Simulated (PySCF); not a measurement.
**Run report: ZnNH3O, reaction-energy calculation**

ZnNH3O, SMILES [NH2][Zn][OH], computed with PBE0-D3(BJ)/def2-TZVPD reaction energy of separated species, gas phase (PySCF 2.14.0).

The geometry comes from this level: PBE0-D3(BJ)/def2-SVPD.

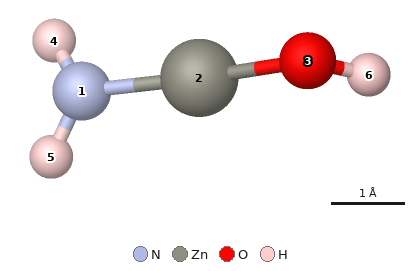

Fig. 1: The structure (ball-and-stick view, seen at a tilt; atoms are numbered from 1 in the order of the input). Sticks mark near contacts. Bond lengths as drawn: H–N 1.01 Å, H–O 0.96 Å, N–Zn 1.80 Å and O–Zn 1.78 Å.

### Input file
```
{"job": {"kind": "react", "xc": "PBE0", "basis": "def2-TZVPD", "disp": "d3bj"}, "charge": 0, "multiplicity": 1}
-1 H2OZn charge 0 multiplicity 1
O      0.621770     0.823840    -0.527680
Zn    -0.093790    -0.541000     0.369890
H      0.068990     1.446630    -1.003570
H     -0.596970    -1.729470     1.161360

-1 H3N charge 0 multiplicity 1
N      0.001040    -0.003110     0.284450
H     -0.508750    -0.791080    -0.104260
H     -0.427530     0.841010    -0.083890
H      0.945380    -0.045460    -0.087480

+1 H3NOZn charge 0 multiplicity 1
N     -0.338470     0.551100    -1.248660
Zn     0.066630    -0.009370     0.416910
O      0.416640    -0.367150     2.124130
H      0.370820     0.794540    -1.927000
H     -1.197120     0.292400    -1.715770
H      0.681510    -1.261530     2.350350

+1 H2 charge 0 multiplicity 1
H      0.379740    -0.014410     0.014800
H     -0.379740     0.014410    -0.014800
```

The first line tells a small driver script what to run in PySCF; the rest is the geometry in Å.

Run on 1 CPU thread, shared host.

Run as:
```bash
OMP_NUM_THREADS=1 python <driver script> task.json out
```

### What the program printed
```
species 1 (H2OZn)
coarse grid: 17568 points
cycle   1  E = -1855.3353763890  dE = -2.257e-01  |g| = 1.216e+00  |ddm| = 1.531e+00
cycle   2  E = -1854.2436852582  dE =  1.092e+00  |g| = 2.836e+00  |ddm| = 2.353e+00
cycle   3  E = -1855.5142900147  dE = -1.271e+00  |g| = 3.211e-01  |ddm| = 1.862e+00
cycle   4  E = -1855.5237984328  dE = -9.508e-03  |g| = 2.227e-01  |ddm| = 2.449e-01
cycle   5  E = -1855.5294150818  dE = -5.617e-03  |g| = 1.752e-02  |ddm| = 7.847e-02
cycle   6  E = -1855.5294871156  dE = -7.203e-05  |g| = 4.892e-03  |ddm| = 1.555e-02
cycle   7  E = -1855.5294913343  dE = -4.219e-06  |g| = 3.720e-04  |ddm| = 3.162e-03
final grid: 34992 points
cycle   8  E = -1855.5294495321  dE = -4.362e-08  |g| = 2.660e-04  |ddm| = 8.476e-04
cycle   9  E = -1855.5294495272  dE =  4.954e-09  |g| = 3.764e-04  |ddm| = 3.090e-04
cycle  10  E = -1855.5294495408  dE = -1.361e-08  |g| = 8.679e-05  |ddm| = 1.587e-04
cycle  11  E = -1855.5294495415  dE = -7.371e-10  |g| = 6.233e-06  |ddm| = 3.562e-05
converged SCF energy = -1855.5294495415

species 2 (H3N)
coarse grid: 2928 points
cycle   1  E = -56.4891553322  dE = -9.640e-02  |g| = 3.706e-01  |ddm| = 1.102e+00
cycle   2  E = -56.4627289145  dE =  2.643e-02  |g| = 5.179e-01  |ddm| = 4.446e-01
cycle   3  E = -56.5198276570  dE = -5.710e-02  |g| = 1.578e-02  |ddm| = 2.492e-01
cycle   4  E = -56.5198763283  dE = -4.867e-05  |g| = 3.352e-03  |ddm| = 8.676e-03
cycle   5  E = -56.5198784982  dE = -2.170e-06  |g| = 3.227e-04  |ddm| = 2.233e-03
final grid: 27112 points
cycle   6  E = -56.5150236704  dE = -1.183e-05  |g| = 5.558e-03  |ddm| = 1.606e-02
cycle   7  E = -56.5150182946  dE =  5.376e-06  |g| = 7.612e-03  |ddm| = 6.144e-03
cycle   8  E = -56.5150298347  dE = -1.154e-05  |g| = 1.257e-04  |ddm| = 3.421e-03
cycle   9  E = -56.5150298382  dE = -3.513e-09  |g| = 3.247e-05  |ddm| = 1.061e-04
cycle  10  E = -56.5150298385  dE = -2.721e-10  |g| = 3.597e-06  |ddm| = 2.288e-05
converged SCF energy = -56.5150298385

species 3 (H3NOZn)
coarse grid: 25160 points
cycle   1  E = -1910.6337666081  dE = -1.173e-01  |g| = 1.303e+00  |ddm| = 2.145e+00
cycle   2  E = -1909.7645339594  dE =  8.692e-01  |g| = 2.762e+00  |ddm| = 2.907e+00
cycle   3  E = -1910.8550998399  dE = -1.091e+00  |g| = 2.509e-01  |ddm| = 2.104e+00
cycle   4  E = -1910.8618339747  dE = -6.734e-03  |g| = 1.856e-01  |ddm| = 2.890e-01
cycle   5  E = -1910.8674582204  dE = -5.624e-03  |g| = 1.445e-02  |ddm| = 9.990e-02
cycle   6  E = -1910.8674808220  dE = -2.260e-05  |g| = 1.126e-02  |ddm| = 1.483e-02
cycle   7  E = -1910.8674974099  dE = -1.659e-05  |g| = 1.590e-03  |ddm| = 5.502e-03
cycle   8  E = -1910.8674979502  dE = -5.402e-07  |g| = 2.402e-04  |ddm| = 1.682e-03
final grid: 51360 points
cycle   9  E = -1910.8674769207  dE = -6.391e-09  |g| = 3.905e-04  |ddm| = 1.273e-03
cycle  10  E = -1910.8674768605  dE =  6.025e-08  |g| = 7.627e-04  |ddm| = 6.955e-04
cycle  11  E = -1910.8674769463  dE = -8.578e-08  |g| = 4.315e-05  |ddm| = 4.189e-04
cycle  12  E = -1910.8674769465  dE = -2.624e-10  |g| = 1.563e-05  |ddm| = 3.318e-05
converged SCF energy = -1910.8674769465

species 4 (H2)
coarse grid: 1240 points
cycle   1  E = -1.1670638344  dE = -2.327e-01  |g| = 2.266e-02  |ddm| = 4.588e-01
cycle   2  E = -1.1672512870  dE = -1.875e-04  |g| = 3.233e-03  |ddm| = 1.897e-02
cycle   3  E = -1.1672557433  dE = -4.456e-06  |g| = 9.768e-05  |ddm| = 2.761e-03
final grid: 10744 points
cycle   4  E = -1.1681371312  dE = -1.920e-06  |g| = 2.731e-04  |ddm| = 1.561e-03
cycle   5  E = -1.1681371593  dE = -2.816e-08  |g| = 3.983e-05  |ddm| = 2.444e-04
cycle   6  E = -1.1681371599  dE = -6.291e-10  |g| = 1.247e-06  |ddm| = 3.093e-05
converged SCF energy = -1.1681371599

Reaction energy = 5.156 kcal/mol
```

### Key numbers

- outcome: converged
- wall time: 4.5 s
- peak memory: 0.56 GiB
